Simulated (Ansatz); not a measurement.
Run report: C₂H₁₁AlOSi₂, geometry relaxation (part 1 of 3)

System: C₂H₁₁AlOSi₂.
Method: RKS B3LYP-D4/6-31G (Ansatz 0.2.0).

It belongs to a series of runs on one base structure; here: end point B relaxed. Figures and captions count atoms from 1; the log counts them from 0 in places.

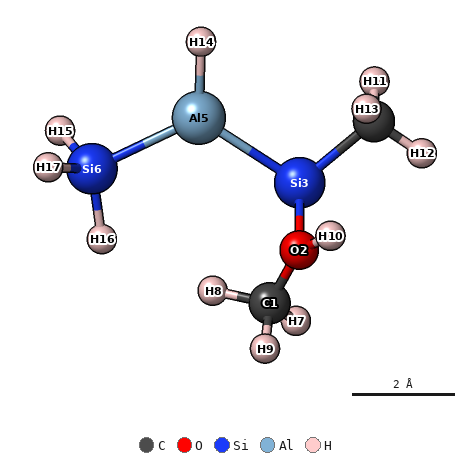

Figure 1. The structure as given in the input (ball-and-stick view, seen at a tilt; atoms are numbered from 1 in the order of the input). Sticks mark near contacts.

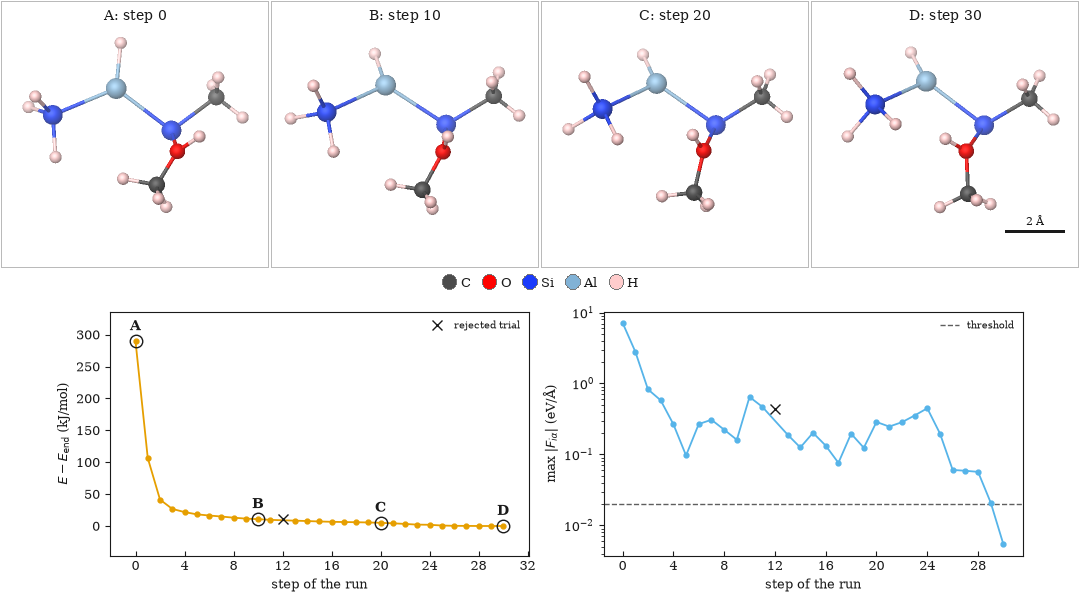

Figure 2. Frames of the relaxation (ball-and-stick view, seen at a tilt) above the curves, on which the letters mark them (the first geometry is step 0 here and step 1 in the log).

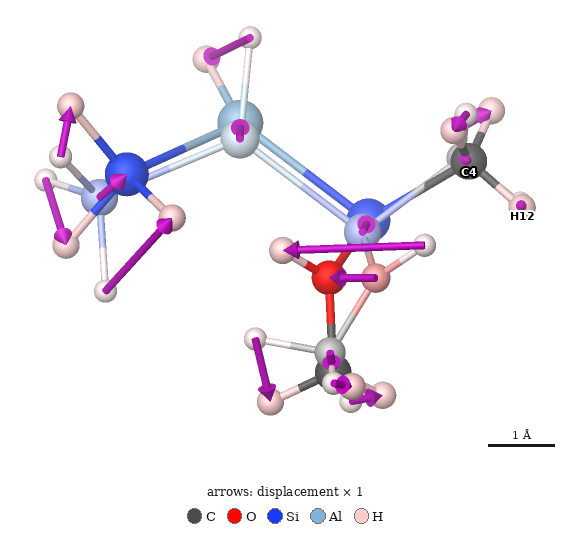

Figure 3. Start (faint) and end (solid) with the displacements as pink arrows, at true length (ball-and-stick view, seen at a tilt). The two geometries are laid on each other by the best rigid fit. After 30 geometry steps the energy has fallen by 289.6 kJ/mol. Largest force component: 7.2 eV/Å at the start, 0.0054 eV/Å at the end. The line search rejected the trial step at point 12 (counted from 0) and went back. H10 moves most after the best rigid fit: 2.22 Å. By element the largest moves are H 2.22 Å, O 0.88 Å, Al 0.78 Å, Si 0.74 Å, C 0.51 Å. Distances before and after: O2–Si3 1.724 → 2.056 Å, Al5–Si6 2.374 → 2.504 Å, C1–O2 1.344 → 1.469 Å, Si3–Al5 2.366 → 2.476 Å. Among the angles that change: C1–O2–H10 145.4° → 112.7°, O2–Si3–Al5 110.4° → 92.3°, Si3–O2–H10 104.5° → 119.6°. (Atoms are counted from 1 in the order of the input.)

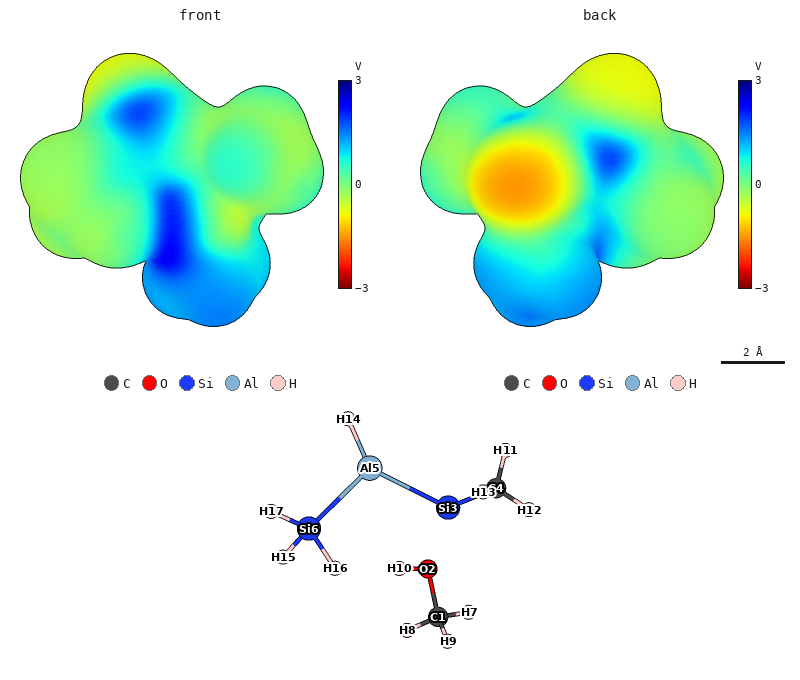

Figure 4. The molecular electrostatic potential painted on the density surface at 0.002 e/bohr³, seen face on and from behind; red is negative and blue positive. The bare structure is drawn below in the same view.

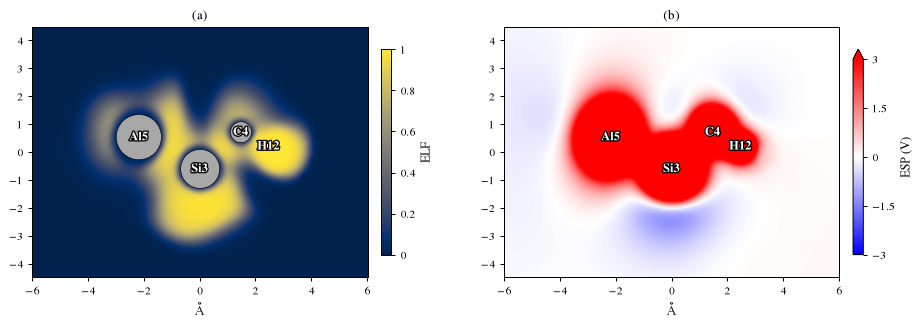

Figure 5. (a) ELF; (b) molecular electrostatic potential on the plane of atoms C4, Si3 and Al5. Grey discs, where drawn, cover atomic cores. Atoms in the plane: Si, C, Al and H. C–Si (1.97 Å): the ELF peaks at about 0.95 between the atoms (localised, shared-pair bonding).

The input that produced these results follows, with the program's output.

### Input file
```yaml
crystal:
  periodic: [false, false, false]
  atoms:
    - { symbol: C, position_ang: [-1.9884, -0.7935, 0.8183] }
    - { symbol: O, position_ang: [-0.7548, -1.066, 1.2781] }
    - { symbol: Si, position_ang: [0.3255, -1.0183, -0.0642] }
    - { symbol: C, position_ang: [1.8714, -2.1382, 0.3152] }
    - { symbol: Al, position_ang: [1.177, 1.1689, -0.359] }
    - { symbol: Si, position_ang: [-0.3092, 2.944, -0.8862] }
    - { symbol: H, position_ang: [-2.3711, -1.5048, 0.0798] }
    - { symbol: H, position_ang: [-2.0344, 0.2907, 0.3616] }
    - { symbol: H, position_ang: [-2.7342, -0.7441, 1.7079] }
    - { symbol: H, position_ang: [-0.23038, -1.49099, 2.0023] }
    - { symbol: H, position_ang: [2.5059, -2.1193, -0.5046] }
    - { symbol: H, position_ang: [1.4465, -3.1777, 0.4712] }
    - { symbol: H, position_ang: [2.254, -1.7853, 1.2313] }
    - { symbol: H, position_ang: [2.7101, 1.4831, -0.1624] }
    - { symbol: H, position_ang: [0.0921, 3.5102, -2.1628] }
    - { symbol: H, position_ang: [-1.6709, 2.4384, -0.9832] }
    - { symbol: H, position_ang: [-0.2513, 3.9803, 0.169] }
basis:
  gaussian: { orbitals: "6-31G" }
hamiltonian:
  xc: b3lyp
  dispersion: d4
relax:
  f_tol: 0.02
  max_steps: 50
output:
  orbitals: {}
```

Run as:
```bash
ansatz run input.yaml --threads 2 --pin off --max-ram 3072MiB --backend cpu --events-out ev --progress --plain --runs-dir out
```

### Log
```
The last accepted step is kept in [file] (removed where the run ends without a failure and the disk answers)
Engine: ansatz 0.2.0, aarch64-unknown-linux-gnu
Functional definition: B3LYP
  parameter a0 = 0.2
  parameter ax = 0.72
  parameter ac = 0.81
  exchange = (1 - a0 - ax)*slater_x + ax*b88_x + a0*exact_x
  correlation = (1 - ac)*vwn_rpa_c + ac*lyp_c
1182 factors; integrals over basis functions are off by at most 1.8e-4 eV
mean field evaluation 1: about -26638.5449 eV, gradient 5.5e1 eV
mean field evaluation 2: about -26633.0173 eV, gradient 6.9e1 eV
mean field evaluation 4: about -26645.7031 eV, gradient 4.3e0 eV
mean field evaluation 8: about -26645.7724 eV, gradient 8.0e-2 eV
mean field -26645.77238347 eV, -979.2140739392 hartree, gradient 3.9e-5 eV, S^2 0.000000; 0 other end points of the search recorded, 0 dependent functions left out
the calculation of the forces begins
reference -26645.77270636 eV, -979.2140858051 hartree; 36, 36 occupied and 52, 52 virtual orbitals, 1182 factors
relax step   1: F+E_penalty+E_count = -26646.45269479 eV  Δ(F+E_penalty+E_count) = +0.000e0 eV  max|allowed force component| = 7.174e0 eV/Å  Δτ_max = 0.0000 Å  (26 SCF iters, accepted)
these checks for a lower state are left out or cut short: starts, cluster_reference, orbital_swaps, neighbouring_geometries, increment
1182 factors; integrals over basis functions are off by at most 1.7e-4 eV
mean field evaluation 16: about -26647.2860 eV, gradient 9.4e0 eV
mean field -26647.68692626 eV, -979.2844320891 hartree, gradient 1.7e-5 eV, S^2 0.000000; 0 other end points of the search recorded, 0 dependent functions left out
[... from here on the field's lines of each further geometry are left out, up to the last ...]
relax step   2: F+E_penalty+E_count = -26648.34989072 eV  Δ(F+E_penalty+E_count) = -1.897e0 eV  max|allowed force component| = 2.818e0 eV/Å  Δτ_max = 0.1925 Å  (28 SCF iters, accepted)
relax step   3: F+E_penalty+E_count = -26649.02562562 eV  Δ(F+E_penalty+E_count) = -6.757e-1 eV  max|allowed force component| = 8.268e-1 eV/Å  Δτ_max = 0.1986 Å  (30 SCF iters, accepted)
relax step   4: F+E_penalty+E_count = -26649.17645683 eV  Δ(F+E_penalty+E_count) = -1.508e-1 eV  max|allowed force component| = 5.800e-1 eV/Å  Δτ_max = 0.1928 Å  (29 SCF iters, accepted)
relax step   5: F+E_penalty+E_count = -26649.22826537 eV  Δ(F+E_penalty+E_count) = -5.181e-2 eV  max|allowed force component| = 2.671e-1 eV/Å  Δτ_max = 0.1999 Å  (30 SCF iters, accepted)
relax step   6: F+E_penalty+E_count = -26649.26461534 eV  Δ(F+E_penalty+E_count) = -3.635e-2 eV  max|allowed force component| = 9.672e-2 eV/Å  Δτ_max = 0.1975 Å  (29 SCF iters, accepted)
relax step   7: F+E_penalty+E_count = -26649.28380394 eV  Δ(F+E_penalty+E_count) = -1.919e-2 eV  max|allowed force component| = 2.680e-1 eV/Å  Δτ_max = 0.1957 Å  (29 SCF iters, accepted)
relax step   8: F+E_penalty+E_count = -26649.30009436 eV  Δ(F+E_penalty+E_count) = -1.629e-2 eV  max|allowed force component| = 3.081e-1 eV/Å  Δτ_max = 0.1949 Å  (30 SCF iters, accepted)
relax step   9: F+E_penalty+E_count = -26649.31917125 eV  Δ(F+E_penalty+E_count) = -1.908e-2 eV  max|allowed force component| = 2.233e-1 eV/Å  Δτ_max = 0.1997 Å  (28 SCF iters, accepted)
relax step  10: F+E_penalty+E_count = -26649.33424698 eV  Δ(F+E_penalty+E_count) = -1.508e-2 eV  max|allowed force component| = 1.608e-1 eV/Å  Δτ_max = 0.0956 Å  (29 SCF iters, accepted)
relax step  11: F+E_penalty+E_count = -26649.34358798 eV  Δ(F+E_penalty+E_count) = -9.341e-3 eV  max|allowed force component| = 6.465e-1 eV/Å  Δτ_max = 0.1539 Å  (29 SCF iters, accepted)
relax step  12: F+E_penalty+E_count = -26649.35448984 eV  Δ(F+E_penalty+E_count) = -1.090e-2 eV  max|allowed force component| = 4.700e-1 eV/Å  Δτ_max = 0.0362 Å  (30 SCF iters, accepted)
relax step  13: F+E_penalty+E_count = -26649.34199563 eV  Δ(F+E_penalty+E_count) = +1.249e-2 eV  max|allowed force component| = 4.367e-1 eV/Å  Δτ_max = 0.2000 Å  (28 SCF iters, rejected (line search))
relax step  14: F+E_penalty+E_count = -26649.36749182 eV  Δ(F+E_penalty+E_count) = -1.300e-2 eV  max|allowed force component| = 1.900e-1 eV/Å  Δτ_max = 0.1000 Å  (29 SCF iters, accepted)
relax step  15: F+E_penalty+E_count = -26649.37380875 eV  Δ(F+E_penalty+E_count) = -6.317e-3 eV  max|allowed force component| = 1.253e-1 eV/Å  Δτ_max = 0.0965 Å  (29 SCF iters, accepted)
relax step  16: F+E_penalty+E_count = -26649.38080895 eV  Δ(F+E_penalty+E_count) = -7.000e-3 eV  max|allowed force component| = 2.017e-1 eV/Å  Δτ_max = 0.1019 Å  (29 SCF iters, accepted)
relax step  17: F+E_penalty+E_count = -26649.38600834 eV  Δ(F+E_penalty+E_count) = -5.199e-3 eV  max|allowed force component| = 1.332e-1 eV/Å  Δτ_max = 0.0756 Å  (29 SCF iters, accepted)
relax step  18: F+E_penalty+E_count = -26649.38988180 eV  Δ(F+E_penalty+E_count) = -3.873e-3 eV  max|allowed force component| = 7.607e-2 eV/Å  Δτ_max = 0.0908 Å  (25 SCF iters, accepted)
relax step  19: F+E_penalty+E_count = -26649.39302240 eV  Δ(F+E_penalty+E_count) = -3.141e-3 eV  max|allowed force component| = 1.960e-1 eV/Å  Δτ_max = 0.1672 Å  (28 SCF iters, accepted)
relax step  20: F+E_penalty+E_count = -26649.39701821 eV  Δ(F+E_penalty+E_count) = -3.996e-3 eV  max|allowed force component| = 1.241e-1 eV/Å  Δτ_max = 0.0499 Å  (26 SCF iters, accepted)
relax step  21: F+E_penalty+E_count = -26649.40283501 eV  Δ(F+E_penalty+E_count) = -5.817e-3 eV  max|allowed force component| = 2.870e-1 eV/Å  Δτ_max = 0.1952 Å  (27 SCF iters, accepted)
relax step  22: F+E_penalty+E_count = -26649.41043742 eV  Δ(F+E_penalty+E_count) = -7.602e-3 eV  max|allowed force component| = 2.470e-1 eV/Å  Δτ_max = 0.1273 Å  (27 SCF iters, accepted)
relax step  23: F+E_penalty+E_count = -26649.42072989 eV  Δ(F+E_penalty+E_count) = -1.029e-2 eV  max|allowed force component| = 2.846e-1 eV/Å  Δτ_max = 0.1470 Å  (26 SCF iters, accepted)
relax step  24: F+E_penalty+E_count = -26649.43201552 eV  Δ(F+E_penalty+E_count) = -1.129e-2 eV  max|allowed force component| = 3.536e-1 eV/Å  Δτ_max = 0.1377 Å  (27 SCF iters, accepted)
relax step  25: F+E_penalty+E_count = -26649.43450965 eV  Δ(F+E_penalty+E_count) = -2.494e-3 eV  max|allowed force component| = 4.473e-1 eV/Å  Δτ_max = 0.1950 Å  (26 SCF iters, accepted)
relax step  26: F+E_penalty+E_count = -26649.44648819 eV  Δ(F+E_penalty+E_count) = -1.198e-2 eV  max|allowed force component| = 1.972e-1 eV/Å  Δτ_max = 0.0803 Å  (27 SCF iters, accepted)
relax step  27: F+E_penalty+E_count = -26649.45134317 eV  Δ(F+E_penalty+E_count) = -4.855e-3 eV  max|allowed force component| = 6.051e-2 eV/Å  Δτ_max = 0.0345 Å  (28 SCF iters, accepted)
relax step  28: F+E_penalty+E_count = -26649.45278528 eV  Δ(F+E_penalty+E_count) = -1.442e-3 eV  max|allowed force component| = 5.887e-2 eV/Å  Δτ_max = 0.0229 Å  (26 SCF iters, accepted)
relax step  29: F+E_penalty+E_count = -26649.45406462 eV  Δ(F+E_penalty+E_count) = -1.279e-3 eV  max|allowed force component| = 5.679e-2 eV/Å  Δτ_max = 0.0526 Å  (27 SCF iters, accepted)
relax step  30: F+E_penalty+E_count = -26649.45444893 eV  Δ(F+E_penalty+E_count) = -3.843e-4 eV  max|allowed force component| = 2.085e-2 eV/Å  Δτ_max = 0.0238 Å  (27 SCF iters, accepted)
the calculation of the forces begins
reference -26648.78439293 eV, -979.3247632452 hartree; 36, 36 occupied and 52, 52 virtual orbitals, 1182 factors
relax step  31: F+E_penalty+E_count = -26649.45467755 eV  Δ(F+E_penalty+E_count) = -2.286e-4 eV  max|allowed force component| = 5.378e-3 eV/Å  Δτ_max = 0.0213 Å  (27 SCF iters, accepted)
1182 factors; integrals over basis functions are off by at most 1.7e-4 eV
mean field evaluation 224: about -26648.7953 eV, gradient 5.4e-2 eV
mean field -26648.78407097 eV, -979.3247514135 hartree, gradient 2.1e-5 eV, S^2 0.000000; 1 other end points of the search recorded, 0 dependent functions left out
the calculation of the forces begins
reference -26648.78439293 eV, -979.3247632452 hartree; 36, 36 occupied and 52, 52 virtual orbitals, 1182 factors
Total energy: -26649.45499951 eV, -979.3494075827 hartree
Atom 0 at    -2.156933    -1.010546     0.400479 Å, force    -0.003914    -0.002916    -0.001203 eV/Å
Atom 1 at    -0.777659    -0.529120     0.558553 Å, force    -0.005378     0.000596     0.001309 eV/Å
Atom 2 at     0.733678    -1.202293    -0.661684 Å, force    -0.004723     0.002698     0.001799 eV/Å
Atom 3 at     1.677933    -2.155312     0.776652 Å, force    -0.002876     0.001339     0.003075 eV/Å
Atom 4 at     1.652703     1.078884    -0.947472 Å, force    -0.000901    -0.001174    -0.001170 eV/Å
Atom 5 at    -0.002227     2.797187    -0.185811 Å, force     0.000919     0.003922     0.000428 eV/Å
Atom 6 at    -2.075803    -1.978768    -0.090582 Å, force     0.001262     0.001024    -0.001842 eV/Å
Atom 7 at    -2.726668    -0.320423    -0.226910 Å, force     0.002327    -0.002935     0.004178 eV/Å
Atom 8 at    -2.614148    -1.114010     1.386606 Å, force     0.001461     0.001315    -0.000391 eV/Å
Atom 9 at    -0.732765     0.378597     0.931642 Å, force     0.004504     0.001213    -0.002231 eV/Å
Atom 10 at     2.694699    -2.383168     0.430976 Å, force     0.003387    -0.000301    -0.002837 eV/Å
Atom 11 at     1.173478    -3.103286     0.990431 Å, force     0.001119     0.000750    -0.000792 eV/Å
Atom 12 at     1.753835    -1.576484     1.701502 Å, force     0.001547    -0.000814    -0.000835 eV/Å
Atom 13 at     2.797271     1.609638    -1.953479 Å, force     0.002337    -0.000776     0.003569 eV/Å
Atom 14 at    -1.072820     3.204222    -1.173672 Å, force     0.000255     0.000639    -0.000440 eV/Å
Atom 15 at    -0.831888     2.209895     0.968750 Å, force    -0.003220    -0.003888    -0.000271 eV/Å
Atom 16 at     0.545134     4.072396     0.406319 Å, force     0.001894    -0.000691    -0.002348 eV/Å
Dipole moment:    -0.579302    -0.236338     0.503549 e Å
```

### Trajectory as extended XYZ (Å, eV, eV/Å), 31 frames, from step=1 to step=31
```
17
Properties=species:S:1:pos:R:3:forces:R:3 step=1 energy=-26646.45269
C    -1.9884   -0.7935    0.8183   -7.1742   2.9033   1.0975
O    -0.7548   -1.0660    1.2781    3.9898  -1.5311   3.0260
Si    0.3255   -1.0183   -0.0642    3.4175   0.4898  -5.9551
C     1.8714   -2.1382    0.3152   -3.7713  -1.6365   2.0935
Al    1.1770    1.1689   -0.3590   -0.0311  -0.0628   0.9386
Si   -0.3092    2.9440   -0.8862    0.5635  -0.2248   0.3806
H    -2.3711   -1.5048    0.0798    0.4391  -0.0290   0.0925
H    -2.0344    0.2907    0.3616    0.4308  -2.0803   0.7590
H    -2.7342   -0.7441    1.7079    1.0566  -0.1776  -1.2690
H    -0.2304   -1.4910    2.0023   -2.2588   0.3026   0.6863
H     2.5059   -2.1193   -0.5046    1.3925   0.1665  -1.5158
H     1.4465   -3.1777    0.4712    0.9157   0.6918  -0.2530
H     2.2540   -1.7853    1.2313    1.5129   0.1002   1.0823
H     2.7101    1.4831   -0.1624    0.6297   0.0692  -0.4087
H     0.0921    3.5102   -2.1628    0.0184   0.6689  -0.9095
H    -1.6709    2.4384   -0.9832   -1.0250  -0.1476  -0.1067
H    -0.2513    3.9803    0.1690   -0.1061   0.4974   0.2617
17
Properties=species:S:1:pos:R:3:forces:R:3 step=2 energy=-26648.34989
C    -2.0599   -0.7979    0.8404   -2.8177   1.2453   0.9695
O    -0.7311   -1.1250    1.1878    1.4346  -0.6960   0.9795
Si    0.3790   -1.0302   -0.2426    1.9887  -0.3031  -2.3579
C     1.8379   -2.2026    0.4066   -1.3541  -0.5065   0.6021
Al    1.2231    1.2307   -0.2198    0.4733   0.0919   0.1153
Si   -0.3038    3.0025   -0.8995    0.2289   0.0515   0.1714
H    -2.4619   -1.5042    0.1134    0.1955  -0.1689   0.0549
H    -2.0494    0.2200    0.3765    0.1191  -0.7339   0.3651
H    -2.7194   -0.7508    1.7424    0.5749  -0.1403  -0.5489
H    -0.2642   -1.5153    1.9556   -1.4660   0.1993   0.3805
H     2.5043   -2.1753   -0.4371    0.7457   0.0116  -0.3492
H     1.5183   -3.2608    0.5323    0.0738   0.4244  -0.1369
H     2.3334   -1.8921    1.3236    0.3441   0.1222   0.0807
H     2.8309    1.5047   -0.3107   -0.1160   0.0708  -0.1782
H     0.0108    3.6622   -2.2023    0.0276   0.1579  -0.2355
H    -1.7170    2.5319   -0.9996   -0.3509  -0.0822  -0.0034
H    -0.2931    4.0797    0.1452   -0.1014   0.2559   0.0910
```
